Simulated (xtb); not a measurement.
## Geometry relaxation, with input and output: C₃H₁₂NSi (charge +1) (part 1 of 3)

System: C₃H₁₂NSi, charge +1.
Method: GFN2-xTB (xtb 6.7.1).

The geometry comes from this level: GFN2-xTB.

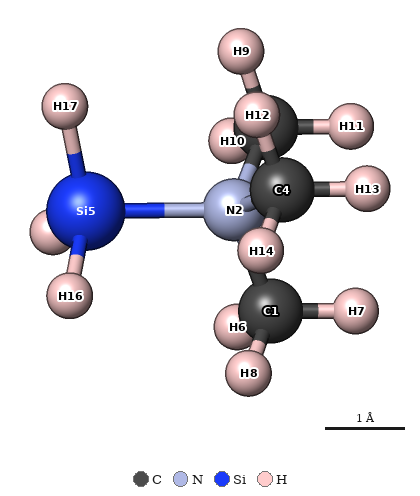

*The structure as given in the input (ball-and-stick view, seen on its broad side; atoms are numbered from 1 in the order of the input).*

Bond lengths as drawn: C–H 1.09 Å, C–N 1.47 Å, H–Si 1.46 Å and N–Si 1.90 Å.

### The input (start.xyz)
```
17
start
C     -0.369580     0.359680    -1.405600
N      0.051520    -0.024690    -0.051650
C      1.366580     0.568920     0.225480
C      0.165250    -1.487800     0.015430
Si    -1.222330     0.588420     1.225020
H     -0.444020     1.441870    -1.485920
H      0.352060     0.008220    -2.144140
H     -1.338900    -0.075960    -1.638620
H      1.709490     0.283130     1.217670
H      1.310710     1.654160     0.173860
H      2.101110     0.226700    -0.504450
H      0.486330    -1.797620     1.007550
H      0.895180    -1.847680    -0.710630
H     -0.793890    -1.952550    -0.202840
H     -1.197410     2.027760     1.007100
H     -2.432640    -0.097800     0.795280
H     -0.639440     0.125240     2.476470
```

### File .CHRG
```
1
```

### File .UHF
```
0
```

Launched with:
```bash
xtb start.xyz --ohess vtight --gfn 2 > out.txt
```

### Output
```
* xtb version 6.7.1
   ID    Z sym.   atoms
    1    6 C      1, 3, 4
    2    7 N      2
    3   14 Si     5
    4    1 H      6-17

           -------------------------------------------------
          |                Calculation Setup                |
           -------------------------------------------------

          program call               : xtb start.xyz --ohess vtight --gfn 2
          coordinate file            : start.xyz
          omp threads                :                     1

           -------------------------------------------------
          |                 G F N 2 - x T B                 |
           -------------------------------------------------

      * Hamiltonian:
        H0-scaling (s, p, d)           1.850000    2.230000    2.230000
        zeta-weighting                 0.500000
      * Dispersion:
        s8                             2.700000
        a1                             0.520000
        a2                             5.000000
        s9                             5.000000
      * Repulsion:
        kExp                           1.500000    1.000000
        rExp                           1.000000
      * Coulomb:
        alpha                          2.000000
        third order                    shell-resolved
        anisotropic                    true
        a3                             3.000000
        a5                             4.000000
        cn-shift                       1.200000
        cn-exp                         4.000000
        max-rad                        5.000000

          ...................................................
          :                      SETUP                      :
          :.................................................:
          :  # basis functions                  38          :
          :  # atomic orbitals                  37          :
          :  # shells                           23          :
          :  # electrons                        32          :
          :  max. iterations                   250          :
          :  Hamiltonian                  GFN2-xTB          :
          :  restarted?                      false          :
          :  GBSA solvation                  false          :
          :  PC potential                    false          :
          :  electronic temp.          300.0000000     K    :
          :  accuracy                    1.0000000          :
          :  -> integral cutoff          0.2500000E+02      :
          :  -> integral neglect         0.1000000E-07      :
          :  -> SCF convergence          0.1000000E-05 Eh   :
          :  -> wf. convergence          0.1000000E-03 e    :
          :  Broyden damping             0.4000000          :
          :  net charge                          1          :
          :  unpaired electrons                  0          :
          ...................................................

 iter      E             dE          RMSdq      gap      omega  full diag
   1    -16.9034748 -0.169035E+02  0.529E+00    6.47       0.0  T
   2    -17.0221187 -0.118644E+00  0.394E+00    5.70       1.0  T
   3    -17.0242976 -0.217893E-02  0.221E+00    5.76       1.0  T
   4    -17.0247705 -0.472837E-03  0.566E-01    5.82       1.0  T
   5    -17.0248412 -0.707087E-04  0.189E-01    5.86       1.0  T
   6    -17.0248710 -0.298420E-04  0.802E-02    5.80       1.0  T
   7    -17.0248800 -0.903775E-05  0.401E-02    5.83       1.0  T
   8    -17.0248832 -0.315158E-05  0.613E-03    5.82       4.0  T
   9    -17.0248832 -0.232302E-07  0.232E-03    5.82      10.4  T
  10    -17.0248832 -0.202787E-07  0.761E-04    5.82      31.9  T
  11    -17.0248832 -0.259468E-08  0.100E-04    5.82     242.1  T

   *** convergence criteria satisfied after 11 iterations ***

         #    Occupation            Energy/Eh            Energy/eV
      -------------------------------------------------------------
         1        2.0000           -0.9431951             -25.6656
       ...           ...                  ...                  ...
        10        2.0000           -0.6598193             -17.9546
        11        2.0000           -0.6423099             -17.4781
        12        2.0000           -0.6422986             -17.4778
        13        2.0000           -0.6399110             -17.4129
        14        2.0000           -0.6176974             -16.8084
        15        2.0000           -0.6176879             -16.8081
        16        2.0000           -0.6135693             -16.6961 (HOMO)
        17                         -0.3996362             -10.8747 (LUMO)
        18                         -0.3765702             -10.2470
        19                         -0.3765457             -10.2463
        20                         -0.2743089              -7.4643
        21                         -0.2742927              -7.4639
       ...                                ...                  ...
        37                          0.4906177              13.3504
      -------------------------------------------------------------
                  HL-Gap            0.2139330 Eh            5.8214 eV
             Fermi-level           -0.5066028 Eh          -13.7854 eV

 SCC (total)                   0 d,  0 h,  0 min,  0.011 sec
 SCC setup                      ...        0 min,  0.000 sec (  0.954%)
 Dispersion                     ...        0 min,  0.000 sec (  0.766%)
 classical contributions        ...        0 min,  0.000 sec (  0.176%)
 integral evaluation            ...        0 min,  0.001 sec ( 12.796%)
 iterations                     ...        0 min,  0.006 sec ( 52.846%)
 molecular gradient             ...        0 min,  0.004 sec ( 31.200%)
 printout                       ...        0 min,  0.000 sec (  1.138%)

         :::::::::::::::::::::::::::::::::::::::::::::::::::::
         ::                     SUMMARY                     ::
         :::::::::::::::::::::::::::::::::::::::::::::::::::::
         :: total energy             -16.808357772191 Eh    ::
         :: gradient norm              0.000457302217 Eh/a0 ::
         :: HOMO-LUMO gap              5.821414575434 eV    ::
         ::.................................................::
         :: SCC energy               -17.024854054428 Eh    ::
         :: -> isotropic ES            0.100361046586 Eh    ::
         :: -> anisotropic ES         -0.005416867434 Eh    ::
         :: -> anisotropic XC          0.005926483305 Eh    ::
         :: -> dispersion             -0.009706754154 Eh    ::
         :: repulsion energy           0.216496282237 Eh    ::
         :: add. restraining           0.000000000000 Eh    ::
         :: total charge               1.000000000000 e     ::
         :::::::::::::::::::::::::::::::::::::::::::::::::::::

      -----------------------------------------------------------
     |                   =====================                   |
     |                        A N C O P T                        |
     |                   =====================                   |
     |               Approximate Normal Coordinate               |
     |                Rational Function Optimizer                |
      -----------------------------------------------------------

          ...................................................
          :                      SETUP                      :
          :.................................................:
          :   optimization level         verytight          :
          :   max. optcycles                   340          :
          :   ANC micro-cycles                  20          :
          :   degrees of freedom                45          :
          :.................................................:
          :   RF solver                   davidson          :
          :   write xtbopt.log                true          :
          :   linear?                        false          :
          :   energy convergence         0.1000000E-06 Eh   :
          :   grad. convergence          0.2000000E-03 Eh/α :
          :   maximum RF displ.          1.0000000          :
          :   Hlow (freq-cutoff)         0.1000000E-01      :
          :   Hmax (freq-cutoff)         5.0000000          :
          :   S6 in model hess.         20.0000000          :
          ...................................................

generating ANC from exact Hessian ...
Using Lindh-Hessian (1995)
 Shifting diagonal of input Hessian by    8.1900724918275731E-003
 Lowest  eigenvalues of input Hessian
    0.000000    0.000000    0.000000    0.000000    0.000000    0.000000
    0.010000    0.014157    0.014160    0.018757    0.019191    0.019494
    0.019498    0.021545    0.021547    0.026899    0.026901    0.034681
 Highest eigenvalues
    1.129704    1.169704    1.170069    1.235121    1.423227    1.423648

........................................................................
.............................. CYCLE    1 ..............................
........................................................................

 iter      E             dE          RMSdq      gap      omega  full diag
   1    -17.0248832 -0.170249E+02  0.787E-05    5.82       0.0  T
   2    -17.0248832 -0.330296E-10  0.150E-05    5.82    1611.7  T
   3    -17.0248832 -0.253664E-11  0.104E-05    5.82    2321.8  T
     SCC iter.                  ...        0 min,  0.002 sec
     gradient                   ...        0 min,  0.004 sec
 * total energy  :   -16.8083578 Eh     change       -0.8148504E-10 Eh
   gradient norm :     0.0004572 Eh/α   predicted     0.0000000E+00 (-100.00%)
   displ. norm   :     0.0069929 α      lambda       -0.7203006E-06
   maximum displ.:     0.0049928 α      in ANC's #5, #12, #4, ...

........................................................................
.............................. CYCLE    2 ..............................
........................................................................

 iter      E             dE          RMSdq      gap      omega  full diag
   1    -17.0248898 -0.170249E+02  0.102E-02    5.82       0.0  T
   2    -17.0248898 -0.915976E-08  0.688E-03    5.82       3.5  T
   3    -17.0248898 -0.321884E-08  0.107E-03    5.82      22.7  T
   4    -17.0248898 -0.708589E-09  0.535E-04    5.82      45.3  T
   5    -17.0248898 -0.115268E-09  0.176E-04    5.82     137.4  T
     SCC iter.                  ...        0 min,  0.003 sec
     gradient                   ...        0 min,  0.004 sec
 * total energy  :   -16.8083582 Eh     change       -0.4582930E-06 Eh
   gradient norm :     0.0002296 Eh/α   predicted    -0.3618331E-06 ( -21.05%)
   displ. norm   :     0.0034944 α      lambda       -0.2418819E-06
   maximum displ.:     0.0026238 α      in ANC's #4, #5, #21, ...

........................................................................
.............................. CYCLE    3 ..............................
........................................................................

 iter      E             dE          RMSdq      gap      omega  full diag
   1    -17.0249116 -0.170249E+02  0.503E-03    5.82       0.0  T
   2    -17.0249116 -0.539702E-08  0.318E-03    5.83       7.6  T
   3    -17.0249116  0.175191E-09  0.457E-04    5.83      53.1  T
   4    -17.0249116 -0.916685E-09  0.144E-04    5.83     168.9  T
     SCC iter.                  ...        0 min,  0.002 sec
     gradient                   ...        0 min,  0.004 sec
 * total energy  :   -16.8083585 Eh     change       -0.2285115E-06 Eh
   gradient norm :     0.0001207 Eh/α   predicted    -0.1217032E-06 ( -46.74%)
   displ. norm   :     0.0037293 α      lambda       -0.9138526E-07
   maximum displ.:     0.0033813 α      in ANC's #4, #7, #6, ...

........................................................................
.............................. CYCLE    4 ..............................
........................................................................

 iter      E             dE          RMSdq      gap      omega  full diag
   1    -17.0249201 -0.170249E+02  0.235E-03    5.83       0.0  T
   2    -17.0249201 -0.129516E-08  0.154E-03    5.83      15.7  T
   3    -17.0249201 -0.621441E-10  0.326E-04    5.83      74.5  T
   4    -17.0249201 -0.167368E-09  0.186E-04    5.83     130.2  T
     SCC iter.                  ...        0 min,  0.002 sec
     gradient                   ...        0 min,  0.004 sec
 * total energy  :   -16.8083585 Eh     change       -0.8971425E-07 Eh
   gradient norm :     0.0000614 Eh/α   predicted    -0.4439658E-07 ( -50.51%)
   displ. norm   :     0.0041347 α      lambda       -0.4796977E-07
   maximum displ.:     0.0037442 α      in ANC's #4, #1, #7, ...

   *** GEOMETRY OPTIMIZATION CONVERGED AFTER 4 ITERATIONS ***

------------------------------------------------------------------------
 total energy gain   :        -0.0000008 Eh       -0.0005 kcal/mol
 total RMSD          :         0.0026021 a0        0.0014 Å
 total power (kW/mol):        -0.0005097 (step)   -0.0488 (real)
------------------------------------------------------------------------

 ANCopt (total)                0 d,  0 h,  0 min,  0.042 sec
 optimizer setup                ...        0 min,  0.000 sec (  0.232%)
 model hessian                  ...        0 min,  0.009 sec ( 21.666%)
 ANC generation                 ...        0 min,  0.000 sec (  1.102%)
 coordinate transformation      ...        0 min,  0.000 sec (  0.163%)
 single point calculation       ...        0 min,  0.029 sec ( 70.038%)
 optimization log               ...        0 min,  0.000 sec (  0.841%)
 hessian update                 ...        0 min,  0.000 sec (  0.113%)
 rational function              ...        0 min,  0.001 sec (  1.551%)

================
 final structure:
================
```
